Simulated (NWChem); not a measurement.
# CH4O2S2 (SMILES OC(O)(S)S) at 4 levels

Wanted: a comparison of 4 runs (HF/STO-3G, HF/3-21G, B3LYP/6-31G*) of CH4O2S2. 

Program for the calculation: NWChem 7.3.0.

## Step 1: The structure to begin with

CH4O2S2 has 9 atoms, charge 0, and is taken as a singlet. As SMILES, `OC(O)(S)S`. The coordinates come from a PBE0-D4/def2-TZVP relaxation. This is one conformer, not always the lowest.

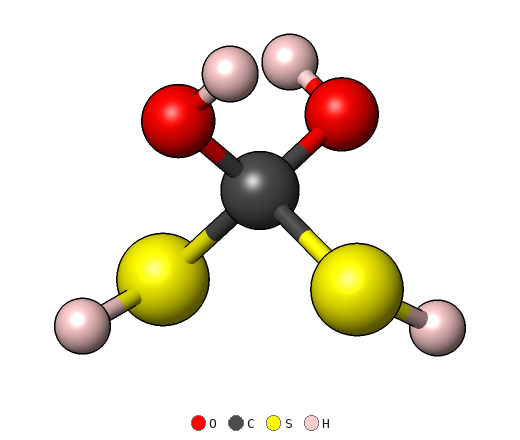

Viewed from a chosen angle; oxygen red, carbon dark grey, sulfur yellow, hydrogen pink.

## Step 2: Energy and forces at HF/STO-3G (run 1)

ch4o2s2.nw reads:

```
start ch4o2s2
title "CH4O2S2 gradient"
memory 2200 mb
geometry units angstroms noautosym nocenter noautoz
O     -0.908900    -0.483300    -0.993400
C     -0.001300     0.026300    -0.078000
O      0.702300     1.116100    -0.566800
S      1.212900    -1.289300     0.284200
S     -0.951600     0.591800     1.375700
H     -1.546600     0.218100    -1.182600
H      1.200900     0.810900    -1.336700
H      0.301100    -2.246900     0.509900
H      0.079600     1.210000     1.970600
end
basis spherical bse
* library STO-3G
end
scf
thresh 1e-08
maxiter 80
end
task scf gradient
```

Run with:

```sh
$ nwchem ch4o2s2.nw > ch4o2s2.out
```

The log of the run:

```text
[...]
  functions       =    37
[...]
  wavefunction    = RHF
[...]
         Total SCF energy =   -973.735663183288
      One-electron energy =  -1968.884917402183
      Two-electron energy =    686.150831545651
 Nuclear repulsion energy =    308.998422673244
        Time for solution =      2.5s
[...]
                         RHF ENERGY GRADIENTS
    atom               coordinates                        gradient
                 x          y          z           x          y          z
   1 O      -1.717572  -0.913305  -1.877254    0.006608   0.042783   0.030565
   2 C      -0.002457   0.049700  -0.147399   -0.006292   0.017676  -0.042911
   3 O       1.327155   2.109123  -1.071097   -0.003215  -0.052293  -0.007301
   4 S       2.292049  -2.436424   0.537060    0.003846   0.013835  -0.002135
   5 S      -1.798263   1.118340   2.599696   -0.005638  -0.008796  -0.010149
   6 H      -2.922650   0.412149  -2.234790    0.016544  -0.022609   0.003743
   7 H       2.269372   1.532379  -2.525997   -0.012751   0.011857   0.022204
   8 H       0.568996  -4.246025   0.963571   -0.005213  -0.006298   0.001711
   9 H       0.150422   2.286568   3.723894    0.006111   0.003845   0.004272
[...]
```

Run time: 3.9 s. Hardware: 1 thread of Intel Xeon Platinum 8488C (Sapphire Rapids), shared host; peak memory 0.094 GiB.

## Step 3: Energy and gradient at HF/3-21G (run 2)

ch4o2s2.nw reads:

```
start ch4o2s2
title "CH4O2S2 hf"
memory total 2200 mb

geometry units angstrom noautosym nocenter noautoz
  O       -0.908900      -0.483300      -0.993400
  C       -0.001300       0.026300      -0.078000
  O        0.702300       1.116100      -0.566800
  S        1.212900      -1.289300       0.284200
  S       -0.951600       0.591800       1.375700
  H       -1.546600       0.218100      -1.182600
  H        1.200900       0.810900      -1.336700
  H        0.301100      -2.246900       0.509900
  H        0.079600       1.210000       1.970600
end

basis spherical bse
  * library 3-21G
end

scf
  thresh 1e-08
  maxiter 80
end

task scf gradient
```

Run with:

```sh
$ nwchem ch4o2s2.nw > ch4o2s2.out
```

The log of the run:

```text
[...]
  functions       =    61
[...]
  wavefunction    = RHF
[...]
         Total SCF energy =   -979.943016633083
      One-electron energy =  -1969.322061810463
      Two-electron energy =    680.380622504136
 Nuclear repulsion energy =    308.998422673244
        Time for solution =      3.1s
[...]
                         RHF ENERGY GRADIENTS
    atom               coordinates                        gradient
                 x          y          z           x          y          z
   1 O      -1.717572  -0.913305  -1.877254    0.005478   0.002426   0.006933
   2 C      -0.002457   0.049700  -0.147399    0.000045  -0.000261   0.000542
   3 O       1.327155   2.109123  -1.071097   -0.003841  -0.007020   0.004369
   4 S       2.292049  -2.436424   0.537060   -0.012673   0.016362  -0.004096
   5 S      -1.798263   1.118340   2.599696    0.009566  -0.007572  -0.017246
   6 H      -2.922650   0.412149  -2.234790    0.007614   0.000652   0.007114
   7 H       2.269372   1.532379  -2.525997   -0.005655  -0.006177   0.006200
   8 H       0.568996  -4.246025   0.963571   -0.000355   0.004988  -0.000168
   9 H       0.150422   2.286568   3.723894   -0.000179  -0.003399  -0.003648
[...]
```

Run time: 4.5 s. Hardware: 1 thread of Intel Xeon Platinum 8488C (Sapphire Rapids), shared host; peak memory 0.096 GiB.

## Step 4: Energy and gradient at B3LYP/6-31G(d) (spherical functions) (run 3)

ch4o2s2.nw reads:

```
start ch4o2s2
title "CH4O2S2 gradient"
memory total 2200 mb
charge 0
geometry units bohr noautosym nocenter noautoz
  O   -1.71757207  -0.91330464  -1.87725393
  C   -0.00245664   0.04969980  -0.14739864
  O    1.32715466   2.10912333  -1.07109677
  S    2.29204882  -2.43642389   0.53706016
  S   -1.79826338   1.11833992   2.59969623
  H   -2.92265042   0.41214927  -2.23479011
  H    2.26937210   1.53237891  -2.52599691
  H    0.56899654  -4.24602563   0.96357135
  H    0.15042220   2.28656861   3.72389430
end
basis spherical bse
  O library 6-31G*
  C library 6-31G*
  S library 6-31G*
  H library 6-31G*
end
dft
  xc b3lyp
  grid xfine
  convergence energy 1e-08
  iterations 100
  mulliken
end
task dft gradient
```

Run with:

```sh
$ nwchem ch4o2s2.nw > ch4o2s2.out
```

The log of the run:

```text
[...]
          Wavefunction type:  closed shell.
          No. of atoms     :     9
          No. of electrons :    58
[...]
          Charge           :     0
          Spin multiplicity:     1
[...]
          AO basis - number of functions:    86
[...]
              XC Information
              --------------
                         B3LYP Method XC Potential
                     Hartree-Fock (Exact) Exchange  0.200
                        Slater Exchange Functional  0.800 local
                    Becke 1988 Exchange Functional  0.720 non-local
              Lee-Yang-Parr Correlation Functional  0.810
                  VWN I RPA Correlation Functional  0.190 local
[...]
 d= 0,ls=0.0,diis     1   -987.1394849955 -1.30D+03  1.82D-02  1.32D+00     4.5
[...]
 d= 0,ls=0.0,diis     8   -987.2948009419 -4.38D-09  7.00D-06  4.05D-07    30.0
         Total DFT energy =     -987.294800941919
      One electron energy =    -1976.427164347736
           Coulomb energy =      755.715822614134
    Exchange-Corr. energy =      -75.581859636593
 Nuclear repulsion energy =      308.998400428276
[...]
      Total Density - Mulliken Population Analysis
     ---------------------------------------------
    Atom       Charge   Shell Charges
 -----------   ------   -------------------------------------------------------
    1 O    8     8.59   2.00  0.91  2.93  0.97  1.76  0.03
    2 C    6     5.78   2.00  0.68  1.90  0.45  0.64  0.11
    3 O    8     8.59   2.00  0.91  2.93  0.97  1.76  0.03
    4 S   16    16.06   2.00  2.00  5.97  1.37  3.06  0.50  1.10  0.06
    5 S   16    16.06   2.00  2.00  5.97  1.37  3.06  0.50  1.10  0.06
    6 H    1     0.58   0.47  0.11
    7 H    1     0.58   0.47  0.11
    8 H    1     0.88   0.51  0.38
    9 H    1     0.88   0.51  0.38
[...]
  wavefunction    = closed shell
[...]
```

Wall time 39 s (1 thread of Intel Xeon Platinum 8488C (Sapphire Rapids), shared host); peak memory 0.14 GiB.

## Step 5: Energy and gradient at B3LYP/6-31G(d) (Cartesian functions) (run 4)

run.py reads:

```python
from ase import Atoms
from ase.calculators.nwchem import NWChem

molecule = Atoms(['O', 'C', 'O', 'S', 'S', 'H', 'H', 'H', 'H'], positions=[
    [-0.908900, -0.483300, -0.993400],
    [-0.001300, 0.026300, -0.078000],
    [0.702300, 1.116100, -0.566800],
    [1.212900, -1.289300, 0.284200],
    [-0.951600, 0.591800, 1.375700],
    [-1.546600, 0.218100, -1.182600],
    [1.200900, 0.810900, -1.336700],
    [0.301100, -2.246900, 0.509900],
    [0.079600, 1.210000, 1.970600],
])

calc = NWChem(
    label='input',
    theory='dft',
    memory='2200 mb',
    basis='6-31G*',
    dft={'xc': 'b3lyp', 'mult': '1', 'grid': 'fine', 'convergence': 'energy 1e-08', 'iterations': '100', 'mulliken': None},
)
molecule.calc = calc

forces = molecule.get_forces()
print("Total energy (eV):", round(molecule.get_potential_energy(), 6))
print("forces (eV/A):")
for s, f in zip(molecule.symbols, forces):
    print(f"{s:2s} {f[0]:10.5f} {f[1]:10.5f} {f[2]:10.5f}")
print("dipole (e A):", molecule.get_dipole_moment().round(4))
```

Run with:

```sh
$ export ASE_NWCHEM_COMMAND="nwchem PREFIX.nwi > PREFIX.nwo"
$ python run.py
```

The log of the run:

```text
Total energy (eV): -26865.91301
forces (eV/A):
O    -0.03255   -0.52810   -0.25166
C    -0.00545    0.02108   -0.04705
O     0.02340    0.55155    0.18656
S     0.42464   -0.31064    0.05353
S    -0.36453    0.14239    0.35682
H    -0.25433    0.31990   -0.10331
H     0.18707   -0.13046   -0.35240
H    -0.07446   -0.18044    0.03044
H     0.09626    0.11462    0.12701
dipole (e A): [-0.0275  0.0782 -0.1895]
```

The calculator wrote input.nwi:

```
title "input"

permanent_dir input

scratch_dir input

start input

geometry units angstrom nocenter noautosym noautoz
  O  -9.0890000000000004e-01 -4.8330000000000001e-01 -9.9339999999999995e-01
  C  -1.2999999999999999e-03 2.6300000000000000e-02 -7.8000000000000000e-02
  O  7.0230000000000004e-01 1.1161000000000001e+00 -5.6679999999999997e-01
  S  1.2129000000000001e+00 -1.2892999999999999e+00 2.8420000000000001e-01
  S  -9.5160000000000000e-01 5.9179999999999999e-01 1.3756999999999999e+00
  H  -1.5466000000000000e+00 2.1809999999999999e-01 -1.1826000000000001e+00
  H  1.2009000000000001e+00 8.1089999999999995e-01 -1.3367000000000000e+00
  H  3.0109999999999998e-01 -2.2469000000000001e+00 5.0990000000000002e-01
  H  7.9600000000000004e-02 1.2100000000000000e+00 1.9705999999999999e+00
end

memory 2200 mb

basis noprint
   * library 6-31G*
end

dft
  xc b3lyp
  mult 1
  grid fine
  convergence energy 1e-08
  iterations 100
  mulliken
end

task dft gradient
```

input.nwo:

```text
Northwest Computational Chemistry Package (NWChem) 7.3.0
             --------------------------------------------------------

           Job information
           ---------------

    nwchem branch   = 7.3.0
    use scalapack   = T
    input           = input.nwi
    prefix          = input.
    data base       = input/input.db
    status          = startup
    nproc           =        1

           Memory information
           ------------------

[... 5 lines left out ...]
    hardfail = no
[... 104 lines left out ...]
  convergence criterion.
[... 43 lines left out ...]
          Spatial weights used:  Erf1
[... 32 lines left out ...]
 1-e energy   =   -1973.461519
[... 41 lines left out ...]
           Coulomb energy =      755.488244494696
[... 715 lines left out ...]
          Convergence on density requested:  1.00D-05
[... 29 lines left out ...]
          total energy or number of iterations.
[... 36 lines left out ...]
                 ----------------------------------------
                 |  Time  |  1-e(secs)   |  2-e(secs)   |
                 ----------------------------------------
                 |  CPU   |       0.01   |       3.53   |
                 ----------------------------------------
                 |  WALL  |       0.01   |       3.53   |
                 ----------------------------------------

 Task  times  cpu:       22.2s     wall:       22.2s
 Total times  cpu:       22.3s     wall:       22.3s
```

Wall time 24 s (1 thread of Intel Xeon Platinum 8488C (Sapphire Rapids), shared host); peak memory 0.12 GiB.

## Step 6: The series

| run | level | iteration cap | module | energy (Eh) | dipole moment (D) | HOMO energy (eV) | LUMO energy (eV) | wall time |
| --- | --- | --- | --- | --- | --- | --- | --- | --- |
| 1 | HF/STO-3G | 80 | scf | -973.735663 | 0.47 | -7.07 | 10.88 | 3.9 s |
| 2 | HF/3-21G | 80 | scf | -979.943017 | 0.86 | -10.03 | 3.96 | 4.5 s |
| 3 | B3LYP/6-31G* (spherical functions) | 100 | dft | -987.294801 | 1.01 | -6.54 | -0.24 | 39 s |
| 4 | B3LYP/6-31G* (Cartesian functions) | 100 | dft | -987.304101 | 0.99 | -6.54 | -0.24 | 24 s |

## Step 7: Results

| quantity | value |
| --- | --- |
| run 4: total energy | -987.30410 Eh |
| run 4: dipole moment | 0.99 D |
| run 4: HOMO energy | -6.54 eV |
| run 4: LUMO energy | -0.24 eV |
| run 4: HOMO–LUMO gap | 6.30 eV |
| run 4: largest force on an atom | 0.586 eV/Å |

What this shows: The dipole moment (its size) runs from 0.47 D (HF/STO-3G) to 1.01 D (B3LYP/6-31G*). The two ends differ in method and basis. The HOMO–LUMO gap runs from 6.30 eV (B3LYP/6-31G*) to 17.95 eV (HF/STO-3G). In run 1 the basis is minimal, so the values are rough. All runs together took 71 s, the longest 39 s.
